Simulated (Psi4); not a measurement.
# BP86/pcseg-1 (sweep point 2) run of AlH3 (SMILES [AlH3])

What is the vertical electron affinity of AlH3 at BP86/pcseg-1 (sweep point 2)? Input form: a Python script.

Program for the calculation: Psi4 1.11.

**1. The molecule**

AlH3 has 4 atoms, charge 0, and is taken as a singlet. SMILES: `[AlH3]`. The coordinates come from a PBE0-D4/def2-TZVP relaxation.

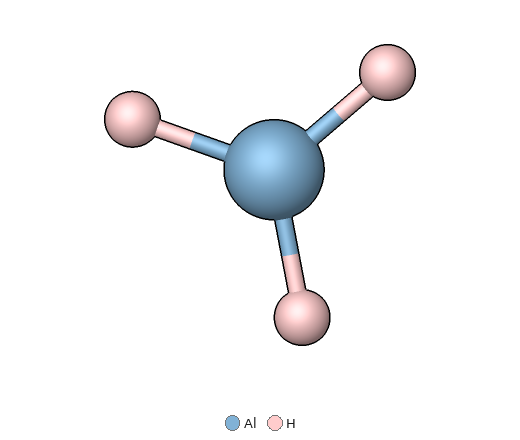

The structure, seen from a chosen angle (aluminium light blue, hydrogen pink).

**2. A single-point energy at BP86/pcseg-1 (sweep point 2)**

The input, calc.py:

```python
import psi4

psi4.set_memory(1600000000)
psi4.set_num_threads(1)
psi4.set_output_file('psi4.out', False)

m = psi4.geometry("""
Al     0.013700    -0.014800    -0.005100
H      0.633200     0.670900     1.283600
H     -1.340800    -0.832000     0.105100
H      0.749400     0.115700    -1.403900
units angstrom
symmetry c1
""")

options = {'basis': 'pcseg-1', 'puream': True, 'scf_type': 'pk', 'dft_radial_points': 99, 'dft_spherical_points': 590}
psi4.set_options(options)

energy_value = psi4.energy("BP86")
print(f'BP86 energy: {energy_value:.10f} Eh')
```

The run is started by

```bash
$ python calc.py
```

psi4.out, cut to the lines that bear on the results:

```text
[...]
  Running in c1 symmetry.
[...]
  Nuclear repulsion =   13.592190814956911
[...]
  Multiplicity = 1
[...]
  Nalpha       = 8
  Nbeta        = 8
[...]
    Number of basis functions: 33
[...]
   @RKS iter   1:  -244.16340501538653   -3.40938e-01   6.03417e-03 ADIIS/DIIS
[...]
   @RKS iter   6:  -244.20669745923294   -6.31857e-09   4.11971e-08 DIIS
[...]
    Orbital Energies [Eh]
    ---------------------
    Doubly Occupied:
       1A    -55.414387     2A     -3.945360     3A     -2.556743
       4A     -2.546112     5A     -2.546112     6A     -0.381569
       7A     -0.272298     8A     -0.272288
[...]
  @RKS Final Energy:  -244.20669745923294
   => Energetics <=
    Nuclear Repulsion Energy =             13.5921908149569113
    One-Electron Energy =                -365.6769521515077486
    Two-Electron Energy =                 127.6154075214700896
    DFT Exchange-Correlation Energy =     -19.7373436441521761
    Empirical Dispersion Energy =           0.0000000000000000
    VV10 Nonlocal Energy =                  0.0000000000000000
    Total Energy =                       -244.2066974592329416
[...]
 Multipole Moments:
 ------------------------------------------------------------------------------------
     Multipole            Electronic (a.u.)      Nuclear  (a.u.)        Total (a.u.)
 ------------------------------------------------------------------------------------
 L = 1.  Multiply by 2.5417464519 to convert [e a0] to [Debye]
 Dipole X            :         -0.0010301            0.0006119           -0.0004182
 Dipole Y            :          0.0014496           -0.0008742            0.0005755
 Dipole Z            :         -0.0001239            0.0000874           -0.0000365
 Magnitude           :                                                    0.0007123
[...]
```

On the terminal:

```text
BP86 energy: -244.2066974592 Eh
```

Run time: 5.1 s. Hardware: 1 thread of Intel Xeon Platinum 8259CL at 2.50GHz (Skylake/Cascade Lake), shared host; peak memory 0.43 GiB.

**3. The doublet anion, same level**

The input, job.py:

```python
import psi4

psi4.set_memory(1600000000)
psi4.set_num_threads(1)
psi4.set_output_file('psi4.out', False)

m = psi4.geometry("""
-1 2
Al     0.013700    -0.014800    -0.005100
H      0.633200     0.670900     1.283600
H     -1.340800    -0.832000     0.105100
H      0.749400     0.115700    -1.403900
symmetry c1
""")

psi4.set_options({
    'basis': 'pcseg-1',
    'reference': 'uks',
    'puream': True,
    'scf_type': 'pk',
    'dft_radial_points': 99,
    'dft_spherical_points': 590,
    'maxiter': 100,
})

E = psi4.energy("bp86", molecule=m)
print('E =', round(E, 9))
```

The run is started by

```bash
$ python job.py
```

psi4.out, cut to the lines that bear on the results:

```text
[...]
  Running in c1 symmetry.
[...]
  Nuclear repulsion =   13.592190814956911
[...]
  Multiplicity = 2
[...]
  Nalpha       = 9
  Nbeta        = 8
[...]
    Number of basis functions: 33
[...]
   @UKS iter   1:  -244.10143586211007   -2.78969e-01   8.50854e-03 DIIS/ADIIS
[...]
   @UKS iter   6:  -244.21822990312305   -3.42024e-07   8.98057e-07 DIIS
[...]
   @S^2 Observed:                7.530063964E-01
[...]
    Orbital Energies [Eh]
    ---------------------
    Alpha Occupied:
       1A    -55.171956     2A     -3.703465     3A     -2.311533
       4A     -2.306135     5A     -2.306135     6A     -0.168188
       7A     -0.063477     8A     -0.063468     9A      0.078266
    Alpha Virtual:
      10A      0.189363    11A      0.189367    12A      0.191456
      13A      0.262479    14A      0.293065    15A      0.328670
      16A      0.328682    17A      0.638821    18A      0.643085
      19A      0.643092    20A      0.739926    21A      0.739931
      22A      0.917592    23A      1.038094    24A      1.038124
      25A      1.946418    26A      2.032295    27A      2.066114
[...]
  @UKS Final Energy:  -244.21822990312305
   => Energetics <=
    Nuclear Repulsion Energy =             13.5921908149569113
    One-Electron Energy =                -369.3683693458369817
    Two-Electron Energy =                 131.4601516790663709
    DFT Exchange-Correlation Energy =     -19.9022030513093284
    Empirical Dispersion Energy =           0.0000000000000000
    VV10 Nonlocal Energy =                  0.0000000000000000
    Total Energy =                       -244.2182299031230457
[...]
 Multipole Moments:
 ------------------------------------------------------------------------------------
     Multipole            Electronic (a.u.)      Nuclear  (a.u.)        Total (a.u.)
 ------------------------------------------------------------------------------------
 L = 1.  Multiply by 2.5417464519 to convert [e a0] to [Debye]
 Dipole X            :         -0.0004646            0.0006119            0.0001473
 Dipole Y            :          0.0005225           -0.0008742           -0.0003516
 Dipole Z            :          0.0001032            0.0000874            0.0001906
 Magnitude           :                                                    0.0004262
[...]
```

The script printed:

```text
E = -244.218229903
```

Run time: 6 s. Hardware: 1 thread of Intel Xeon Platinum 8259CL at 2.50GHz (Skylake/Cascade Lake), shared host; peak memory 0.43 GiB.

**4. What came out**

Level: BP86/pcseg-1 (sweep point 2).

| quantity | value |
| --- | --- |
| singlet AlH3: total energy | -244.20670 Eh |
| singlet AlH3: dipole moment | 0.00 D |
| singlet AlH3: HOMO energy | -7.41 eV |
| singlet AlH3: LUMO energy | -2.61 eV |
| singlet AlH3: HOMO–LUMO gap | 4.79 eV |
| doublet anion: total energy | -244.21823 Eh |
| doublet anion: HOMO energy (highest over α and β) | 2.13 eV |
| doublet anion: LUMO energy (lowest over α and β) | 3.26 eV |
| doublet anion: ⟨S²⟩ | 0.753 |
| vertical electron affinity (to the doublet anion) | 0.314 eV |

What this shows: At fixed nuclei the extra electron is bound by 0.31 eV (7.2 kcal/mol). The basis has no diffuse functions, so the error can be as large as this value. The HOMO (doublet anion) lies at positive energy, 2.13 eV, as semi-local functionals often give for anions; only total energies tell whether the electron is bound.
